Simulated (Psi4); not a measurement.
**CH5AlO (SMILES [CH3][AlH][OH]) at CAM-B3LYP/aug-cc-pVDZ**

What is the energy change on altering one bond length of CH5AlO at CAM-B3LYP/aug-cc-pVDZ? 

The calculation is run with Psi4 1.11.

1 further run of the same task is left out (set aside as unsound or not needed).

## 1. The structure to begin with

CH5AlO: 8 atoms, total charge 0, spin state singlet. SMILES: `[CH3][AlH][OH]`. The shape is that of a PBE0-D4/def2-TZVP optimisation. This is one conformer, not always the lowest.

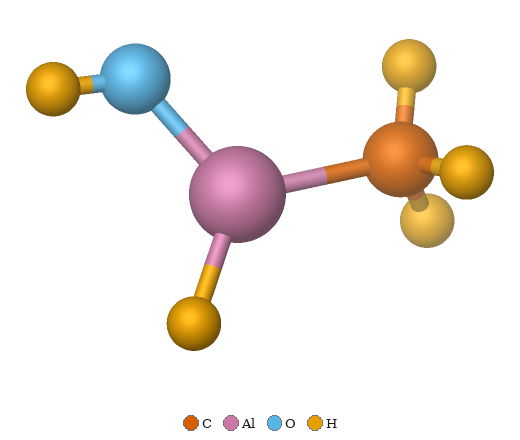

Viewed from a chosen angle; carbon orange, aluminium pink, oxygen blue, hydrogen amber.

## 2. A single-point energy at CAM-B3LYP/aug-cc-pVDZ

File run.py:

```python
import psi4

psi4.set_memory('1600 MB')
psi4.set_num_threads(1)
psi4.core.set_output_file('psi4.out', False)

mol = psi4.geometry("""
0 1
C
Al 1 1.940648
O 2 1.700673 1 117.58786
H 1 1.094935 2 110.97909 3 117.34806
H 1 1.092183 4 107.94678 2 122.97387
H 1 1.09471 5 108.15274 4 -114.76417
H 2 1.589265 3 118.25246 1 179.89725
H 3 0.955772 2 122.45002 7 0.12113
units angstrom
symmetry c1
""")

psi4.set_options({
    'basis': 'aug-cc-pVDZ',
    'puream': True,
    'e_convergence': 1e-09,
    'd_convergence': 1e-08,
    'scf_type': 'pk',
    'dft_radial_points': 99,
    'dft_spherical_points': 590,
})

result, w = psi4.energy('cam-b3lyp', return_wfn=True)
psi4.oeprop(w, 'MAYER_INDICES', 'DIPOLE', 'QUADRUPOLE')
print(f'cam-b3lyp energy: {result:.10f} Eh')
```

Started as:

```bash
$ python run.py
```

psi4.out:

```text
[...]
  Running in c1 symmetry.
[...]
  Nuclear repulsion =   98.976517774898312
[...]
  Multiplicity = 1
[...]
  Nalpha       = 16
  Nbeta        = 16
[...]
    Number of basis functions: 118
[...]
   @RKS iter   1:  -358.35071096784895   -5.41010e-01   8.40176e-03 ADIIS/DIIS
[...]
   @RKS iter  11:  -358.78561115099296   -2.27374e-12   2.07716e-09 DIIS
[...]
    Orbital Energies [Eh]
    ---------------------
    Doubly Occupied:
       1A    -56.125875     2A    -19.205096     3A    -10.230085
       4A     -4.211575     5A     -2.768809     6A     -2.763077
       7A     -2.760749     8A     -1.054738     9A     -0.760807
      10A     -0.570141    11A     -0.465995    12A     -0.459861
      13A     -0.445326    14A     -0.393337    15A     -0.392026
      16A     -0.345624
[...]
  @RKS Final Energy:  -358.78561115099296
   => Energetics <=
    Nuclear Repulsion Energy =             98.9765177748983120
    One-Electron Energy =                -691.9856242051785102
    Two-Electron Energy =                 259.8864522350286848
    DFT Exchange-Correlation Energy =     -25.6629569557414392
    Empirical Dispersion Energy =           0.0000000000000000
    VV10 Nonlocal Energy =                  0.0000000000000000
    Total Energy =                       -358.7856111509929633
[...]
 Multipole Moments:
 ------------------------------------------------------------------------------------
     Multipole            Electronic (a.u.)      Nuclear  (a.u.)        Total (a.u.)
 ------------------------------------------------------------------------------------
 L = 1.  Multiply by 2.5417464519 to convert [e a0] to [Debye]
 Dipole X            :          0.0097885           -0.0114076           -0.0016191
 Dipole Y            :         -1.0705669            1.2963923            0.2258254
 Dipole Z            :          3.3001056           -3.1593613            0.1407443
 Magnitude           :                                                    0.2660991
 L = 2.  Multiply by 1.3450342976 to convert [e a0^2] to [Debye ang]
 Quadrupole XX       :        -23.3642288            5.4899785          -17.8742503
 Quadrupole XY       :          0.0214440           -0.0129828            0.0084612
[...]
```

Standard output:

```text
cam-b3lyp energy: -358.7856111510 Eh
```

Wall time 26 s (1 thread of AMD EPYC 9R45 (Zen 5), shared host); peak memory 1 GiB.

## 3. The distorted shape: energy and forces at CAM-B3LYP/aug-cc-pVDZ

File ch5alo.in:

```
memory 1.6 GB

molecule {
  C
  Al 1 1.940648
  O 2 1.700673 1 117.58786
  H 1 1.2592 2 110.9791 3 117.34806
  H 1 1.092183 4 107.94677 2 122.97387
  H 1 1.09471 5 108.15274 4 -114.76416
  H 2 1.589265 3 118.25246 1 179.89725
  H 3 0.955772 2 122.45002 7 0.12113
  symmetry c1
  no_reorient
  no_com
}

set {
  basis aug-cc-pVDZ
  puream true
  e_convergence 1e-09
  d_convergence 1e-08
  scf_type pk
  dft_radial_points 99
  dft_spherical_points 590
}

energy_value, wavefunction = gradient("cam-b3lyp", return_wfn=True)
oeprop(wavefunction, "MAYER_INDICES", "QUADRUPOLE", "DIPOLE")
print_variables()
```

Started as:

```bash
$ psi4 -i ch5alo.in -o ch5alo.out -n 1
```

ch5alo.out, shortened:

```text
[...]
  Running in c1 symmetry.
[...]
  Nuclear repulsion =   98.396183945862361
[...]
  Multiplicity = 1
[...]
  Nalpha       = 16
  Nbeta        = 16
[...]
    Number of basis functions: 118
[...]
   @RKS iter   1:  -358.34157969452457   -5.81305e-01   8.33214e-03 ADIIS/DIIS
[...]
   @RKS iter  11:  -358.77429996539843   -3.06954e-12   2.83250e-09 DIIS
[...]
    Orbital Energies [Eh]
    ---------------------
    Doubly Occupied:
       1A    -56.126927     2A    -19.205687     3A    -10.245514
       4A     -4.212533     5A     -2.769756     6A     -2.764027
       7A     -2.761747     8A     -1.055328     9A     -0.749755
      10A     -0.570435    11A     -0.467149    12A     -0.450560
      13A     -0.435849    14A     -0.393337    15A     -0.391887
      16A     -0.346401
[...]
  @RKS Final Energy:  -358.77429996539843
   => Energetics <=
    Nuclear Repulsion Energy =             98.3961839458623615
    One-Electron Energy =                -690.8407935476849389
    Two-Electron Energy =                 259.2938476167754516
    DFT Exchange-Correlation Energy =     -25.6235379803513474
    Empirical Dispersion Energy =           0.0000000000000000
    VV10 Nonlocal Energy =                  0.0000000000000000
    Total Energy =                       -358.7742999653984270
[...]
  -Total Gradient:
     Atom            X                  Y                   Z
    ------   -----------------  -----------------  -----------------
       1        0.051300147489    -0.026419368344     0.019072383184
       2        0.001761912730    -0.014064481961     0.004853111798
       3       -0.000064509517     0.010763938029    -0.003471582896
       4       -0.054271411307     0.028057718882    -0.023079254096
       5        0.002088190187     0.002811226844     0.002854277830
       6       -0.000657745540    -0.003264415390     0.002833472428
       7       -0.000148974420     0.000751630802     0.000101704178
       8       -0.000014714579     0.001331640484    -0.003153195419
[...]
 Multipole Moments:
 ------------------------------------------------------------------------------------
     Multipole            Electronic (a.u.)      Nuclear  (a.u.)        Total (a.u.)
[...]
```

Run time: 43 s. Hardware: 1 thread of AMD EPYC 9R45 (Zen 5), shared host; peak memory 0.98 GiB.

## 4. What came out

Level: CAM-B3LYP/aug-cc-pVDZ.

```
                                                         quantity          value
                                        first shape: total energy  -358.78561 Eh
                                       first shape: dipole moment         0.68 D
                                         first shape: HOMO energy       -9.40 eV
                                         first shape: LUMO energy        0.11 eV
                                       first shape: HOMO–LUMO gap        9.51 eV
                                    distorted shape: total energy  -358.77430 Eh
                                   distorted shape: dipole moment         0.67 D
                                     distorted shape: HOMO energy       -9.43 eV
                                     distorted shape: LUMO energy        0.08 eV
                                   distorted shape: HOMO–LUMO gap        9.51 eV
                        distorted shape: largest force on an atom     3.358 eV/Å
energy change with the C1–H4 bond stretched from 1.095 to 1.259 Å       0.308 eV
```

With the C1–H4 bond stretched from 1.095 to 1.259 Å the energy rises by 0.31 eV (7.1 kcal/mol). The first shape isn't relaxed at this level, so the change isn't measured from a minimum.
